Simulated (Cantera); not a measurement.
Input: 1 mol SiH₂Cl₂, 0.088 mol HCl, 10 mol N₂, equilibrated at 1375 K.

Method: chemical equilibrium by Gibbs-energy minimisation in Cantera with the NASA 1993 tables (ideal gas, pure condensed phases). Candidate condensed phases: NH₄Cl, Si, Si₃N₄; 28 gas species. N₂ is the only nitrogen source here; it is nearly inert below about 1500 K, so the nitride shown seldom forms there in practice. The tables' values for SiCl₃ are old estimates; treat these amounts as uncertain. Equilibrium is a limit: real reactors are often held back by kinetics, nucleation or transport.

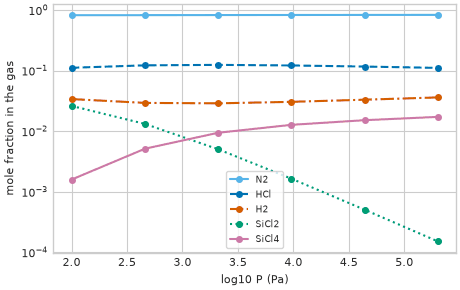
Equilibrium gas composition (values under 1e-9 drawn at 1e-9)

From 1.00 mbar to 2.00 bar the condensed part is Si₃N₄(s). The main Si-bearing gas is SiCl₂ at 1.00 mbar and SiCl₄ at 2.00 bar. The share of Si in condensed phases is highest at 96.0 mbar (80.9 %) and lowest at 1.00 mbar (64.1 %).
